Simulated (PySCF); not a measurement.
**CH9BSi3: geometry relaxation (part 1 of 2)**

The run: geometry relaxation of CH9BSi3, SMILES [SiH3]B[Si]C[SiH3]. Method and program: PBE0-D3(BJ)/def2-SVP geometry optimisation, gas phase (PySCF 2.14.0).

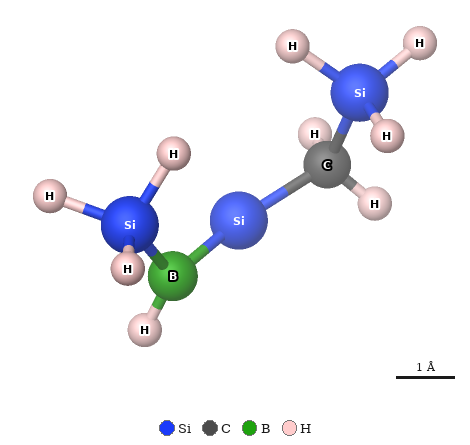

Fig. 1: The structure as given in the input (ball-and-stick view, seen at a tilt). Bond lengths as drawn: B–H 1.17 Å, B–Si 1.82 to 1.94 Å, C–H 1.08 to 1.10 Å, C–Si 1.91 to 1.94 Å and H–Si 1.46 to 1.51 Å.

### Input file
```
{"job": {"xc": "PBE0", "basis": "def2-SVP", "d3": "d3bj", "grid": 2, "kind": "geom", "shake": 0.01}, "charge": 0, "multiplicity": 1}
Si    -0.379277    -0.764901    -0.939884
C     -1.612007     0.710106    -1.186039
Si    -1.306955     2.054894     0.129415
B      1.118823    -1.764351    -0.689306
Si     1.957454    -1.629939     1.050362
H     -1.490924     1.158021    -2.181047
H     -2.637695     0.382513    -1.112614
H      0.049720     2.643551    -0.107183
H     -2.320592     3.099673     0.080348
H     -1.322403     1.403166     1.459170
H      1.307484    -2.662112    -1.411537
H      3.439381    -1.476439     1.083324
H      1.455977    -0.429400     1.820743
H      1.734536    -2.739391     2.018659
```

The first line tells a small driver script what to run in PySCF; the rest is the geometry in Å.

Machine: 1 CPU thread, shared host.

Run as:
```bash
OMP_NUM_THREADS=1 python <driver script> task.json out
```

### What the program printed
```
step   0  E = -935.96409702  max force = 0.027934
step   1  E = -935.97115322  max force = 0.017560
step   2  E = -935.97499608  max force = 0.010631
step   3  E = -935.97786546  max force = 0.010328
step   4  E = -935.97867283  max force = 0.014884
step   5  E = -935.98111334  max force = 0.011582
step   6  E = -935.98286419  max force = 0.005229
step   7  E = -935.98405388  max force = 0.010399
step   8  E = -935.98522177  max force = 0.003922
step   9  E = -935.98622958  max force = 0.003629
step  10  E = -935.95894286  max force = 0.093988
step  11  E = -935.98630527  max force = 0.016118
step  12  E = -935.98828675  max force = 0.007103
step  13  E = -935.98905140  max force = 0.006018
step  14  E = -935.98925784  max force = 0.012200
step  15  E = -935.99041565  max force = 0.004163
step  16  E = -935.99078574  max force = 0.003278
step  17  E = -935.99151804  max force = 0.002766
step  18  E = -935.99175347  max force = 0.004002
step  19  E = -935.99198898  max force = 0.001900
step  20  E = -935.99209887  max force = 0.001017
step  21  E = -935.99219105  max force = 0.001614
step  22  E = -935.99226864  max force = 0.001056
step  23  E = -935.99231978  max force = 0.001109
step  24  E = -935.99238490  max force = 0.001864
step  25  E = -935.99242889  max force = 0.002203
step  26  E = -935.99249182  max force = 0.002275
step  27  E = -935.99253541  max force = 0.001996
step  28  E = -935.99257062  max force = 0.001275
step  29  E = -935.99259123  max force = 0.000753
step  30  E = -935.99260098  max force = 0.000452
step  31  E = -935.99260795  max force = 0.000481
step  32  E = -935.99261272  max force = 0.000343
optimisation converged
```

### Trajectory as extended XYZ (Å, eV, eV/Å), 33 frames, from step=0 to step=32
```
14
Properties=species:S:1:pos:R:3:forces:R:3 step=0 energy=-25468.88035
Si   -0.3793   -0.7649   -0.9399   -0.8929   0.7075   0.1369
C    -1.6120    0.7101   -1.1860    1.3903  -0.4674   0.0768
Si   -1.3070    2.0549    0.1294    0.8433  -0.4618  -0.0997
B     1.1188   -1.7644   -0.6893   -0.4628   0.6005  -0.4320
Si    1.9574   -1.6299    1.0504    0.0827   0.6623   1.4364
H    -1.4909    1.1580   -2.1810    0.2310   0.1020  -0.1623
H    -2.6377    0.3825   -1.1126   -0.7067  -0.4627   0.1888
H     0.0497    2.6435   -0.1072   -0.1177  -0.0032   0.0260
H    -2.3206    3.0997    0.0804   -0.5408   0.4262  -0.1171
H    -1.3224    1.4032    1.4592   -0.0268  -0.0453   0.2288
H     1.3075   -2.6621   -1.4115    0.1775  -0.7740  -0.7474
H     3.4394   -1.4764    1.0833    0.2227   0.0562  -0.3593
H     1.4560   -0.4294    1.8207   -0.0069   0.0062  -0.1053
H     1.7345   -2.7394    2.0187   -0.1929  -0.3465  -0.0707
14
Properties=species:S:1:pos:R:3:forces:R:3 step=1 energy=-25469.07235
Si   -0.4153   -0.8108   -0.9507   -0.6375   0.3708   0.1610
C    -1.5761    0.6757   -1.1602    0.6110  -0.3400  -0.0420
Si   -1.2282    1.9971    0.1678    0.4384  -0.2339  -0.0268
B     1.1055   -1.7781   -0.7476   -0.1326   0.1706  -0.4904
Si    1.8832   -1.5436    1.0393   -0.0302   0.3759   0.9029
H    -1.4458    1.1335   -2.1545    0.1597   0.0700  -0.0194
H    -2.6235    0.3649   -1.0795   -0.1784  -0.1825   0.1254
H     0.1339    2.5646   -0.0639   -0.0620   0.0136  -0.0023
H    -2.2445    3.0638    0.1085   -0.2576   0.1993  -0.0631
H    -1.2560    1.3444    1.5034   -0.0393  -0.0087   0.1074
H     1.3296   -2.6969   -1.4712    0.1328  -0.3002  -0.2501
H     3.3642   -1.3326    1.0633    0.0969   0.0343  -0.2415
H     1.3133   -0.3391    1.7492   -0.0189   0.0162  -0.0890
H     1.6532   -2.6575    2.0104   -0.0823  -0.1854  -0.0720
14
Properties=species:S:1:pos:R:3:forces:R:3 step=2 energy=-25469.17692
Si   -0.4262   -0.8652   -0.9680   -0.3850   0.0290   0.1296
C    -1.5333    0.6318   -1.1261    0.2503  -0.0840  -0.0469
Si   -1.1313    1.9225    0.2171    0.1848  -0.0821   0.0309
B     1.1096   -1.8124   -0.8223   -0.0125  -0.0047  -0.5130
Si    1.7691   -1.4337    1.0058   -0.0210   0.1108   0.5466
H    -1.4035    1.1054   -2.1146    0.1108   0.0521   0.0279
H    -2.5894    0.3377   -1.0290   -0.0263  -0.0650   0.0924
H     0.2349    2.4690   -0.0277   -0.0341   0.0158  -0.0135
H    -2.1400    3.0128    0.1769   -0.0958   0.0696  -0.0362
H    -1.1554    1.2577    1.5508   -0.0567   0.0304   0.0238
H     1.3820   -2.7495   -1.5241    0.1178  -0.0678   0.0345
H     3.2410   -1.1514    1.0603    0.0272   0.0422  -0.1491
H     1.1046   -0.2185    1.6049   -0.0357   0.0177  -0.0780
H     1.5313   -2.5209    2.0106   -0.0236  -0.0639  -0.0489
14
Properties=species:S:1:pos:R:3:forces:R:3 step=3 energy=-25469.25500
Si   -0.4343   -0.9588   -0.9779   -0.1307  -0.1847   0.1393
C    -1.4698    0.5748   -1.0692    0.0441   0.1505   0.0312
Si   -1.0127    1.8362    0.2862   -0.0170   0.0016   0.0171
B     1.1279   -1.8710   -0.9106   -0.0257  -0.0318  -0.5311
Si    1.6136   -1.3005    0.9390    0.0759  -0.2041   0.2642
H    -1.3346    1.0641   -2.0500    0.0521   0.0293   0.0444
H    -2.5359    0.3150   -0.9532    0.0546  -0.0063   0.0403
H     0.3625    2.3508    0.0315   -0.0101   0.0235  -0.0133
H    -2.0020    2.9540    0.2545   -0.0022   0.0111  -0.0352
H    -1.0475    1.1689    1.6191   -0.1108   0.0892  -0.0114
H     1.4807   -2.8236   -1.5609    0.1037   0.0515   0.2021
H     3.0567   -0.8971    1.0355   -0.0229   0.0661  -0.0706
H     0.8113   -0.0963    1.3667   -0.0320  -0.0338  -0.0814
H     1.3777   -2.3312    2.0036    0.0211   0.0379   0.0044
14
Properties=species:S:1:pos:R:3:forces:R:3 step=4 energy=-25469.27697
Si   -0.4442   -1.1148   -0.9022    0.1372  -0.4158   0.1544
C    -1.3331    0.4917   -0.9446   -0.3848   0.6466   0.0748
Si   -0.9220    1.7957    0.3888   -0.3314   0.1015  -0.3342
B     1.1488   -1.9820   -1.0160   -0.1409   0.0594  -0.3230
Si    1.4398   -1.1992    0.8327    0.6777  -0.7653  -0.0239
H    -1.1171    0.9711   -1.9167   -0.1790   0.0203   0.0180
H    -2.4209    0.2998   -0.8546    0.1621   0.0765  -0.1627
H     0.4823    2.2571    0.2183    0.0409   0.0415   0.0249
H    -1.8751    2.9436    0.1628    0.1823  -0.1311   0.0559
H    -1.1288    1.2603    1.7642   -0.0451   0.0129  -0.0115
H     1.6325   -2.9283   -1.5993   -0.0113   0.2340   0.3334
H     2.7962   -0.5465    0.8527   -0.1291   0.0394   0.1137
H     0.4238   -0.1090    1.0431   -0.0336  -0.1450   0.0339
H     1.3113   -2.1541    1.9852    0.0551   0.2253   0.0462
14
Properties=species:S:1:pos:R:3:forces:R:3 step=5 energy=-25469.34338
Si   -0.4974   -1.0521   -0.8594    0.1855  -0.5956   0.2941
C    -1.3905    0.5524   -0.9838   -0.1570   0.4246   0.1346
Si   -1.0524    1.9079    0.3130   -0.2425   0.1209  -0.1939
B     1.0974   -1.9339   -0.9552    0.1159   0.0628  -0.1093
Si    1.6247   -1.3732    0.9322    0.0351  -0.2867  -0.5654
H    -1.1312    1.0086   -1.9562   -0.1259   0.0085  -0.0014
H    -2.4790    0.3522   -0.9372    0.1686   0.0641  -0.1089
H     0.3531    2.3811    0.1911    0.0491  -0.0001   0.0308
H    -2.0010    3.0361   -0.0125    0.1969  -0.1569   0.0890
H    -1.3301    1.4342    1.6997    0.0163  -0.0396  -0.0358
H     1.5365   -2.8489   -1.6149   -0.0398   0.1425   0.2153
H     2.9868   -0.7388    0.8450   -0.0867  -0.0331   0.1419
H     0.6665   -0.2991    1.3657   -0.1303   0.1399   0.1122
H     1.6101   -2.4411    1.9870    0.0149   0.1486  -0.0033
14
Properties=species:S:1:pos:R:3:forces:R:3 step=6 energy=-25469.39103
Si   -0.4935   -1.0778   -0.8527   -0.0758  -0.1823   0.2212
C    -1.3996    0.5419   -0.9768    0.0350   0.1621   0.0319
Si   -1.0127    1.8804    0.3124   -0.0903   0.0388  -0.0142
B     1.1187   -1.9156   -0.9797    0.0839   0.0309  -0.1671
Si    1.5839   -1.3415    0.9045    0.0391  -0.1842  -0.2689
H    -1.1686    0.9991   -1.9554   -0.0483  -0.0404  -0.0174
H    -2.4845    0.3459   -0.9181    0.0571   0.0162  -0.0400
H     0.4004    2.3317    0.1693    0.0153  -0.0123   0.0166
H    -1.9383    3.0277    0.0418    0.0670  -0.0311   0.0236
H    -1.2580    1.3787    1.6961    0.0009   0.0077  -0.0268
H     1.5739   -2.8328   -1.6150    0.0231   0.0757   0.1329
H     2.9270   -0.6730    0.8905   -0.0244   0.0218   0.0673
H     0.5811   -0.2894    1.3254   -0.0748   0.0337   0.0005
H     1.5635   -2.3900    1.9721   -0.0077   0.0632   0.0405
14
Properties=species:S:1:pos:R:3:forces:R:3 step=7 energy=-25469.42340
Si   -0.5025   -1.1913   -0.7714   -0.3587   0.3148   0.0085
C    -1.3616    0.4792   -0.8979   -0.0308   0.0095  -0.1806
Si   -0.8974    1.8196    0.3449    0.0382  -0.0335   0.0564
B     1.1648   -1.8757   -1.0816   -0.0713  -0.0703   0.0182
Si    1.4486   -1.2630    0.8121    0.5347  -0.2671   0.1787
H    -1.1494    0.9073   -1.8934   -0.0137  -0.0908  -0.0414
H    -2.4479    0.3200   -0.8273   -0.0957   0.0133  -0.0023
H     0.5418    2.1878    0.1977   -0.0034  -0.0276   0.0169
H    -1.7372    3.0182    0.0710   -0.0646   0.1103  -0.0221
H    -1.1608    1.3577    1.7402   -0.0005   0.0284  -0.0036
H     1.7239   -2.7721   -1.6429    0.1147   0.0456  -0.0874
H     2.6437   -0.3679    0.9104    0.0200   0.0699   0.0289
H     0.2367   -0.3857    1.1221   -0.0201  -0.1226  -0.0765
H     1.4908   -2.2487    1.9303   -0.0488   0.0200   0.1063
14
Properties=species:S:1:pos:R:3:forces:R:3 step=8 energy=-25469.45518
Si   -0.5280   -1.1471   -0.7820   -0.0817   0.0327   0.2017
C    -1.3945    0.5094   -0.9329    0.0466   0.0370  -0.0795
Si   -0.9509    1.8511    0.3227    0.0322  -0.0029   0.0524
B     1.1370   -1.8735   -1.0381    0.0293  -0.0264  -0.0211
Si    1.5323   -1.3199    0.8569    0.0597  -0.0772  -0.0934
H    -1.1590    0.9324   -1.9253    0.0038  -0.0543  -0.0251
H    -2.4830    0.3477   -0.8822   -0.0277  -0.0043   0.0216
H     0.4914    2.2127    0.1976   -0.0022  -0.0177   0.0077
H    -1.7865    3.0539    0.0344   -0.0243   0.0437  -0.0138
H    -1.2360    1.3894    1.7129   -0.0074   0.0112  -0.0074
H     1.6621   -2.7562   -1.6556    0.0586   0.0303  -0.0625
H     2.7609   -0.4645    0.9214    0.0010   0.0237   0.0267
H     0.3621   -0.4133    1.2351   -0.0515  -0.0089  -0.0541
H     1.5857   -2.3367    1.9496   -0.0364   0.0131   0.0468
14
Properties=species:S:1:pos:R:3:forces:R:3 step=9 energy=-25469.48260
Si   -0.5363   -1.1689   -0.7343   -0.0147   0.0682   0.1866
C    -1.3940    0.4957   -0.9093    0.0024   0.0254  -0.0783
Si   -0.9338    1.8512    0.3236    0.0316   0.0003   0.0193
B     1.1492   -1.8455   -1.0607    0.0124  -0.1013   0.0755
Si    1.5267   -1.3281    0.8440    0.1191  -0.0813  -0.1216
H    -1.1524    0.8938   -1.9105    0.0065  -0.0498  -0.0202
H    -2.4846    0.3447   -0.8622   -0.0156  -0.0014   0.0311
H     0.5192    2.1729    0.2086   -0.0018  -0.0133   0.0085
H    -1.7330    3.0732    0.0087   -0.0172   0.0259  -0.0075
H    -1.2409    1.4226    1.7197   -0.0058  -0.0003  -0.0001
H     1.6990   -2.6979   -1.6989    0.0439   0.0701  -0.1190
H     2.6926   -0.3925    0.9509   -0.0057   0.0125   0.0313
H     0.2819   -0.4996    1.1911   -0.1017   0.0215  -0.0501
H     1.5999   -2.3362    1.9437   -0.0534   0.0235   0.0444
14
Properties=species:S:1:pos:R:3:forces:R:3 step=10 energy=-25468.74009
Si   -0.5157   -1.2776   -0.4516   -1.6867  -0.6232  -4.8331
C    -1.3681    0.3999   -0.7771   -0.3670   0.0004  -0.0787
Si   -0.8319    1.8251    0.3317    0.0117  -0.0008  -0.1475
B     1.2146   -1.6484   -1.1645   -0.2631  -0.8473   0.7338
Si    1.4879   -1.3190    0.7666    1.7392  -0.1287  -0.0114
H    -1.1080    0.6594   -1.8177   -0.0456  -0.0090   0.0227
H    -2.4662    0.2898   -0.7345    0.0424   0.0373   0.0224
H     0.6540    1.9705    0.2659   -0.0080   0.0409   0.0092
H    -1.4657    3.1133   -0.1027    0.0096  -0.0742   0.0310
H    -1.2142    1.5572    1.7498   -0.0094  -0.0277   0.0469
H     1.8568   -2.3121   -1.9300    0.0054   0.4377  -0.3196
H     2.2464   -0.0828    1.1479    0.0133  -0.0281   0.0337
H    -0.0460   -0.9282    0.8054    0.8557   1.1365   4.3990
H     1.5498   -2.2617    1.9252   -0.2975   0.0861   0.0917
14
Properties=species:S:1:pos:R:3:forces:R:3 step=11 energy=-25469.48466
Si   -0.5261   -1.2241   -0.5836   -0.0969   0.1378  -0.5163
C    -1.3765    0.4507   -0.8407   -0.1998   0.0363  -0.0792
Si   -0.8858    1.8423    0.3360   -0.0002   0.0130  -0.1241
B     1.1915   -1.7688   -1.1196   -0.1389  -0.4404   0.3958
Si    1.5071   -1.3305    0.7972    0.8288  -0.2424  -0.1527
H    -1.1171    0.7758   -1.8631   -0.0293  -0.0196   0.0003
H    -2.4720    0.3223   -0.8019    0.0240   0.0162   0.0159
H     0.5867    2.0755    0.2486    0.0046   0.0097   0.0169
H    -1.6035    3.1025   -0.0394    0.0124  -0.0385   0.0213
H    -1.2375    1.4913    1.7433   -0.0039  -0.0282   0.0269
H     1.7853   -2.5377   -1.8233    0.0182   0.2562  -0.2375
H     2.4884   -0.2233    1.0421   -0.0345   0.0037   0.0414
H     0.0886   -0.7047    0.9735   -0.2242   0.2059   0.5207
H     1.5644   -2.2858    1.9455   -0.1604   0.0904   0.0706
14
Properties=species:S:1:pos:R:3:forces:R:3 step=12 energy=-25469.53858
Si   -0.5495   -1.1950   -0.6048    0.1433   0.0835   0.0335
C    -1.4055    0.4716   -0.8680   -0.0674   0.0040  -0.0052
Si   -0.9174    1.8628    0.3106    0.0271   0.0185  -0.0467
B     1.1713   -1.7557   -1.0931   -0.0274  -0.3652   0.2438
Si    1.5615   -1.3736    0.8272    0.1957   0.0012  -0.1881
H    -1.1432    0.7973   -1.8894    0.0213  -0.0206  -0.0022
H    -2.5000    0.3378   -0.8364    0.0192  -0.0017   0.0688
H     0.5552    2.0965    0.2268   -0.0009   0.0042   0.0056
H    -1.6348    3.1215   -0.0654    0.0000  -0.0245   0.0095
H    -1.2725    1.5084    1.7163   -0.0099  -0.0175   0.0120
H     1.7304   -2.5108   -1.8386    0.0355   0.1887  -0.1875
H     2.5834   -0.3024    1.0646   -0.0048  -0.0138   0.0128
H     0.1766   -0.7059    1.1232   -0.2312   0.1187   0.0216
H     1.6380   -2.3671    1.9413   -0.1006   0.0244   0.0220
14
Properties=species:S:1:pos:R:3:forces:R:3 step=13 energy=-25469.55939
Si   -0.5393   -1.1980   -0.5867    0.1931   0.0916  -0.0087
C    -1.3970    0.4672   -0.8610   -0.0835   0.0199  -0.0085
Si   -0.9205    1.8649    0.3181    0.0054   0.0158  -0.0979
B     1.1778   -1.7732   -1.0978   -0.1193  -0.3095   0.2463
Si    1.5682   -1.3787    0.8163    0.2015  -0.0102  -0.1187
H    -1.1257    0.7797   -1.8841   -0.0100   0.0163   0.0041
H    -2.4924    0.3347   -0.8328    0.0411  -0.0084   0.0462
H     0.5529    2.0961    0.2501    0.0058   0.0123   0.0060
H    -1.6348    3.1247   -0.0685    0.0202  -0.0574   0.0176
H    -1.2905    1.5151    1.7212   -0.0102  -0.0238   0.0130
H     1.7291   -2.5040   -1.8746    0.0177   0.1916  -0.1224
H     2.5911   -0.3095    1.0646   -0.0157  -0.0246  -0.0007
H     0.1739   -0.6901    1.0900   -0.1691   0.0477   0.0245
H     1.6008   -2.3435    1.9597   -0.0771   0.0387  -0.0008
14
Properties=species:S:1:pos:R:3:forces:R:3 step=14 energy=-25469.56501
Si   -0.5073   -1.2154   -0.4918   -0.0004   0.0234  -0.6273
C    -1.3740    0.4411   -0.8213   -0.1216  -0.0209  -0.0322
Si   -0.8942    1.8679    0.3180   -0.0121  -0.0341  -0.1224
B     1.1941   -1.7862   -1.1078   -0.2913  -0.1631   0.3145
Si    1.5837   -1.3959    0.7873    0.4413  -0.0360  -0.0296
H    -1.0987    0.7002   -1.8577   -0.0540   0.0650   0.0080
H    -2.4697    0.3101   -0.7877    0.0461   0.0021   0.0142
H     0.5846    2.0719    0.2784    0.0061   0.0208   0.0030
H    -1.5807    3.1303   -0.1095    0.0294  -0.0570   0.0236
H    -1.2968    1.5567    1.7222    0.0008  -0.0171   0.0201
H     1.7342   -2.3501   -2.0196    0.0234   0.1635   0.0058
H     2.4865   -0.2388    1.1013    0.0442  -0.0612  -0.0303
H     0.0773   -0.8202    1.0111   -0.0380   0.0736   0.4661
H     1.5548   -2.2863    1.9916   -0.0738   0.0410  -0.0136
14
Properties=species:S:1:pos:R:3:forces:R:3 step=15 energy=-25469.59651
Si   -0.5152   -1.1989   -0.5298    0.1212   0.1192  -0.1003
C    -1.3957    0.4517   -0.8371   -0.0574  -0.0403  -0.0401
Si   -0.9049    1.8709    0.3043    0.0013  -0.0101  -0.0412
B     1.1911   -1.7642   -1.1021   -0.1662  -0.1941   0.2141
Si    1.5933   -1.4075    0.8008    0.0946   0.0471   0.0576
H    -1.1379    0.7273   -1.8739   -0.0242   0.0391   0.0011
H    -2.4888    0.3119   -0.7913    0.0166   0.0025   0.0423
H     0.5713    2.0882    0.2412    0.0018   0.0102  -0.0048
H    -1.6077    3.1289   -0.1011    0.0094  -0.0235   0.0087
H    -1.2818    1.5443    1.7125    0.0021  -0.0077   0.0092
H     1.7369   -2.3615   -1.9874    0.0314   0.1295  -0.0361
H     2.5606   -0.3056    1.1171    0.0234  -0.0368  -0.0297
H     0.1256   -0.7674    1.0843   -0.0488  -0.0395  -0.0599
H     1.5468   -2.3326    1.9768   -0.0052   0.0043  -0.0208
14
Properties=species:S:1:pos:R:3:forces:R:3 step=16 energy=-25469.60658
Si   -0.4964   -1.1843   -0.5468    0.1054   0.1401  -0.0364
C    -1.3986    0.4553   -0.8388   -0.0433  -0.0365  -0.0633
Si   -0.9050    1.8742    0.3018   -0.0029  -0.0102  -0.0279
B     1.2028   -1.7771   -1.0930   -0.1274  -0.1685   0.1132
Si    1.5928   -1.4130    0.8060    0.0372   0.0177   0.0617
H    -1.1618    0.7422   -1.8777   -0.0235   0.0255  -0.0003
H    -2.4889    0.3037   -0.7748    0.0086   0.0018   0.0344
H     0.5660    2.1147    0.2122    0.0032   0.0049  -0.0039
H    -1.6346    3.1225   -0.0837    0.0064  -0.0127   0.0066
H    -1.2519    1.5337    1.7146    0.0054  -0.0047   0.0054
H     1.7535   -2.3686   -1.9784    0.0275   0.1042  -0.0331
H     2.5845   -0.3338    1.1232    0.0103  -0.0232  -0.0099
H     0.1249   -0.7523    1.0652   -0.0259  -0.0534  -0.0379
H     1.5064   -2.3317    1.9846    0.0189   0.0149  -0.0084
```
